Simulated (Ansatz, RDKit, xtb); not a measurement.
# C6H3F2N: which of the isomers drawn lies lowest?, part 2 of 2

Which of a sample of isomers of C6H3F2N is the most stable in the gas at 298.15 K, and what are its properties? The sample is small against all isomers, and the most stable one of this formula need not be in it.

xtb, Ansatz and PySCF; isolated molecules. The steps go on from the part before.

## (9) Energies at the top level

Single points at CCSD(T)/def2-SVP + MP2/def2-TZVPP - MP2/def2-SVP on the refined geometries decide the order.

c765a, CCSD(T)/def2-SVP:

input.yaml

```yaml
crystal:
  periodic: [false, false, false]
  atoms:
    - {symbol: C, position_ang: [0.977828, -1.314427, 0.773675]}
    - {symbol: C, position_ang: [0.561235, -0.066118, 0.222591]}
    - {symbol: C, position_ang: [0.909434, 0.333995, -1.023270]}
    - {symbol: C, position_ang: [0.507414, 1.569608, -1.592315]}
    - {symbol: C, position_ang: [0.175692, 2.621857, -2.100813]}
    - {symbol: C, position_ang: [-0.207036, 3.884339, -2.746758]}
    - {symbol: F, position_ang: [0.255450, 4.941063, -2.030733]}
    - {symbol: F, position_ang: [-1.558790, 3.986870, -2.820696]}
    - {symbol: "N", position_ang: [1.304990, -2.325820, 1.243050]}
    - {symbol: H, position_ang: [-0.063445, 0.568503, 0.858732]}
    - {symbol: H, position_ang: [1.535882, -0.317849, -1.642898]}
    - {symbol: H, position_ang: [0.201225, 3.956061, -3.770960]}
basis:
  gaussian:
    orbitals: def2-SVP
correlation:
  method: ccsd_t
  frozen_orbitals: {F: 1, "N": 1, H: 0, C: 1}
```

The run is started by

```console
$ ansatz run input.yaml --threads 4 --pin off --max-ram 7830MiB --events-out events.jsonl --progress --plain --runs-dir runs
```

What it wrote, shortened:

```text
Warning: RAYON_NUM_THREADS=4 ignored (pool sized by the plan → 4); use --threads N
Functional definition: HF
  name "HF"
[...]
1432 factors; integrals over basis functions are off by at most 1.2e-3 eV
[...]
mean field -13110.53572675 eV, -481.8033013178 hartree, gradient 2.7e-6 eV, S^2 0.000000; 0 other end points of the search recorded, 0 dependent functions left out; unrestricted orbitals would lower it
9 core orbitals not correlated: weight in the atoms' cores, before any rotation towards them, 1.000 or more for the frozen orbitals, at most 0.000 for the correlated occupied ones
reference -13110.53572675 eV, -481.8033013178 hartree; 23, 23 occupied and 109, 109 virtual orbitals, 1432 factors
second order -34.76173025 eV of doubles, -0.00000000 eV of singles
cycle   1  -34.42103817 eV  change    3.4e-1 eV  update   1.5e-1
[...]
cycle  10  -35.69002755 eV  change    7.2e-6 eV  update   3.3e-5
perturbative correction -1.32425268 eV, -0.0486653884 hartree
Total energy: -13147.55000699 eV, -483.1635510272 hartree
```

Run time: 37 s. Hardware: 4 threads of Arm Neoverse V2, shared host; peak memory 1.3 GiB.

## (10) c765a at MP2/def2-TZVPP

Edit input.yaml of step 9 so:

```diff
@@ -11,3 +11,3 @@
     - {symbol: F, position_ang: [-1.558790, 3.986870, -2.820696]}
-    - {symbol: "N", position_ang: [1.304990, -2.325820, 1.243050]}
+    - {symbol: N, position_ang: [1.304990, -2.325820, 1.243050]}
     - {symbol: H, position_ang: [-0.063445, 0.568503, 0.858732]}
@@ -16,6 +16,3 @@
 basis:
-  gaussian:
-    orbitals: def2-SVP
-correlation:
-  method: ccsd_t
-  frozen_orbitals: {F: 1, "N": 1, H: 0, C: 1}
+  gaussian: {orbitals: def2-TZVPP}
+correlation: {method: mp2, frozen_orbitals: {F: 1, "N": 1, H: 0, C: 1}}
```

The run is started by

```console
$ ansatz run input.yaml --threads 4 --pin off --max-ram 7830MiB --events-out events.jsonl --progress --plain --runs-dir runs
```

What it wrote:

```text
Warning: RAYON_NUM_THREADS=4 ignored (pool sized by the plan → 4); use --threads N
[... 2 set-up lines as earlier in the session ...]
  exchange = exact_x
  correlation = 0
2020 factors; integrals over basis functions are off by at most 9.0e-4 eV
mean field evaluation 1: about -13119.9165 eV, gradient 4.8e1 eV
mean field evaluation 2: about -13120.4485 eV, gradient 4.8e1 eV
mean field evaluation 4: about -13125.9013 eV, gradient 7.5e0 eV
mean field evaluation 8: about -13126.0742 eV, gradient 5.8e-1 eV
mean field evaluation 16: about -13126.0756 eV, gradient 2.5e-6 eV
mean field -13126.07556219 eV, -482.3743797368 hartree, gradient 2.5e-6 eV, S^2 0.000000; 0 other end points of the search recorded, 0 dependent functions left out; unrestricted orbitals would lower it
9 core orbitals not correlated: weight in the atoms' cores, before any rotation towards them, 1.000 or more for the frozen orbitals, at most 0.000 for the correlated occupied ones
reference -13126.07556219 eV, -482.3743797368 hartree; 23, 23 occupied and 289, 289 virtual orbitals, 2020 factors
second order -43.40283668 eV of doubles, -0.00000000 eV of singles
Total energy: -13169.47839887 eV, -483.9694045653 hartree
```

Run time: 9 s. Hardware: 4 threads of Arm Neoverse V2, shared host; peak memory 1 GiB.

## (11) c915a at CCSD(T)/def2-SVP

input.yaml

```yaml
crystal:
  periodic: [false, false, false]
  atoms:
    - {symbol: C, position_ang: [0.161928, -0.529098, 0.231167]}
    - {symbol: C, position_ang: [-0.533533, 0.569813, -0.365813]}
    - {symbol: C, position_ang: [0.059963, 1.486142, -1.146257]}
    - {symbol: C, position_ang: [1.494154, 1.712985, -1.649530]}
    - {symbol: C, position_ang: [0.906861, 2.938805, -2.360829]}
    - {symbol: C, position_ang: [-0.329921, 2.679811, -1.882756]}
    - {symbol: F, position_ang: [-1.843860, 0.627225, -0.090122]}
    - {symbol: F, position_ang: [-1.502177, 3.265526, -2.007852]}
    - {symbol: N, position_ang: [0.728558, -1.420343, 0.714740]}
    - {symbol: H, position_ang: [2.227662, 1.923355, -0.854446]}
    - {symbol: H, position_ang: [1.878303, 0.914448, -2.304679]}
    - {symbol: H, position_ang: [1.338473, 3.707942, -2.999869]}
basis:
  gaussian: {orbitals: def2-SVP}
correlation: {method: ccsd_t, frozen_orbitals: {F: 1, "N": 1, H: 0, C: 1}}
```

The run is started by

```console
$ ansatz run input.yaml --threads 4 --pin off --max-ram 7830MiB --events-out events.jsonl --progress --plain --runs-dir runs
```

What it wrote, shortened:

```text
Warning: RAYON_NUM_THREADS=4 ignored (pool sized by the plan → 4); use --threads N
[... 2 set-up lines as earlier in the session ...]
[...]
1431 factors; integrals over basis functions are off by at most 1.2e-3 eV
[...]
mean field -13110.18930495 eV, -481.7905705515 hartree, gradient 1.9e-6 eV, S^2 0.000000; 0 other end points of the search recorded, 0 dependent functions left out; unrestricted orbitals would lower it
9 core orbitals not correlated: weight in the atoms' cores, before any rotation towards them, 1.000 or more for the frozen orbitals, at most 0.000 for the correlated occupied ones
reference -13110.18930495 eV, -481.7905705515 hartree; 23, 23 occupied and 109, 109 virtual orbitals, 1431 factors
second order -34.94874282 eV of doubles, -0.00000000 eV of singles
cycle   1  -34.66804617 eV  change    2.8e-1 eV  update   1.5e-1
[...]
cycle  10  -35.90187885 eV  change   -1.6e-5 eV  update   2.9e-5
perturbative correction -1.36131946 eV, -0.0500275674 hartree
Total energy: -13147.45250326 eV, -483.1599678316 hartree
```

It took 37 s on 4 threads of Arm Neoverse V2, shared host; peak memory 1.3 GiB.

For c765a, c915a, c111a, c546a, c289a the log finds that unrestricted Hartree-Fock orbitals lie lower, a sign to watch the closed-shell reference there.

## (12) Free energies and the winner

Energies in kcal/mol from c111a; G adds the thermal terms to the CCSD(T)/def2-SVP + MP2/def2-TZVPP - MP2/def2-SVP energy. The columns left of the relaxed level are at the tight-binding geometries.

```tsv
label	SMILES	spin	GFN2-xTB	HF/STO-3G	r2SCAN-D4/def2-SVP	B3LYP/def2-SVP	HF/def2-SVP	MP2/def2-SVP	CCSD(T)/def2-SVP + MP2/def2-TZVPP - MP2/def2-SVP	G	share at equilibrium	T1
c111a	N#C/C=C\C#CC(F)F	singlet	0.0	0.0	0.0	0.0	0.0	0.0	0.0	0.0	77.1 %	0.013
c765a	N#C/C=C/C#CC(F)F	singlet	-0.2	0.0	-0.1	-0.2	-0.3	-0.2	0.1	0.7	22.8 %	0.013
c915a	N#C/C(F)=C1\CC=C1F	singlet	-6.6	-16.2	-4.8	-0.1	7.7	3.5	2.3	5.0	< 0.1 %	0.014
c546a	N#C/C(F)=C1/CC=C1F	singlet	-7.1	-16.0	-4.5	0.2	8.1	3.7	2.6	5.3	< 0.1 %	0.014
c289a	N#CC#C/C(=C\F)CF	singlet	-1.6	-1.8	1.4	2.4	7.6	3.8	5.5	6.0	< 0.1 %	0.014
```

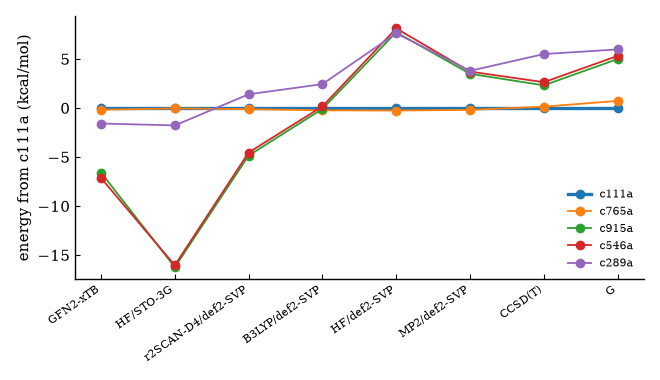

The finalists at each level, measured from c111a.

Lowest found: c111a, `N#C/C=C\C#CC(F)F`, a singlet. Bond lengths: C1–C2 1.427 Å, C2–C3 1.355 Å, C3–C4 1.418 Å, C4–C5 1.215 Å, C5–C6 1.469 Å, C6–F7 1.358 Å, C6–F8 1.358 Å, C1–N9 1.162 Å, C2–H10 1.094 Å, C3–H11 1.095 Å, C6–H12 1.105 Å. Some angles: C1–C2–C3 124.1°, C2–C1–N9 178.5°, C2–C3–C4 125.2°, C3–C4–C5 178.5°, C4–C5–C6 177.2°, C5–C6–F7 110.3°, C5–C6–F8 110.3°, F7–C6–F8 108.0°, C1–C2–H10 116.4°, C3–C2–H10 119.5°.

```xyz
12

C    -0.7432    0.4256    1.7275
C     0.6613    0.3906    1.4767
C     1.2119    0.3997    0.2387
C     0.4863    0.4446   -0.9790
C    -0.1076    0.4823   -2.0379
C    -0.8878    0.5297   -3.2818
F    -0.6378   -0.5700   -4.0377
F    -0.5497    1.6248   -4.0095
N    -1.8810    0.4535    1.9610
H     1.3120    0.3545    2.3549
H     2.3042    0.3702    0.1619
H    -1.9725    0.5705   -3.0767
```

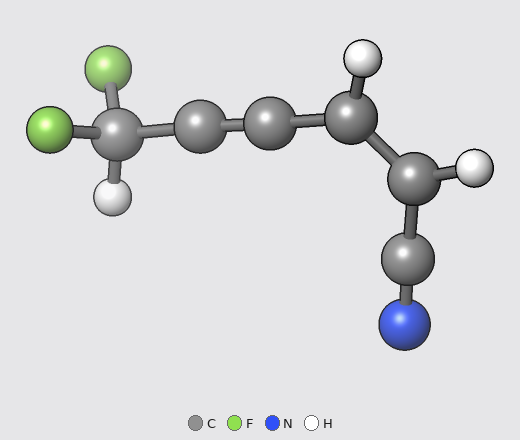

The lowest structure found, seen from a chosen angle (carbon grey, fluorine green, nitrogen blue, hydrogen white).

## (13) What came out

What follows sums up all 2 parts.

| quantity | value |
| --- | --- |
| lowest structure found | N#C/C=C\C#CC(F)F, singlet |
| next finalist | N#C/C=C/C#CC(F)F, singlet, 0.7 kcal/mol higher in G |
| share at equilibrium, among the finalists | 77.1 % |
| funnel | 16 starts, 16 minima at GFN2-xTB, 15 screening runs, 6 relaxed, 5 ranked |
| CPU time of all runs | 23 min |

In words: The search ends on `N#C/C=C\C#CC(F)F`. The next finalist is drawn with the same bonds. At 0.7 kcal/mol the two aren't resolved. B3LYP/def2-SVP, HF/def2-SVP and MP2/def2-SVP already put its bonding pattern lowest among the structures in one piece; GFN2-xTB favours the singlet N#C/C(F)=C1/CC=C1F; HF/STO-3G and r2SCAN-D4/def2-SVP favour the singlet N#C/C(F)=C1\CC=C1F. The largest share of the time went into the final energies (66 %). Lowest found is not proven lowest: the search is finite, and each finalist counts with one conformer. Only 13 drawn patterns were tried, so whole families of isomers are missing, and the result ranks this sample alone.
